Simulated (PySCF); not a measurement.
Ionisation energy of Rb⁺ ([Kr] → [Ar] 3d¹⁰ 4s² 4p⁵). PySCF, cc-pVDZ-X2C, spin-free X2C-1e, unrestricted single determinants, no spin-orbit coupling. Methods marked “valence” freeze 30 core electrons.

The results, method by method:

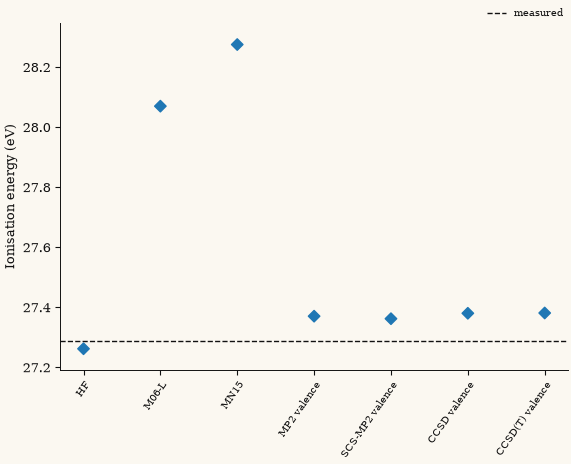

| Method | Ionisation energy (eV) |
| --- | --- |
| HF | 27.26 |
| M06-L | 28.07 |
| MN15 | 28.28 |
| MP2 valence | 27.37 |
| SCS-MP2 valence | 27.36 |
| CCSD valence | 27.38 |
| CCSD(T) valence | 27.38 |

The values run from 27.26 eV (HF) to 28.28 eV (MN15). The measured value is 27.29 eV; nearest to it come HF (−0.03) and SCS-MP2 valence (+0.07), furthest MN15 (+0.99 eV).

Caveat: spin-orbit shift not estimated.
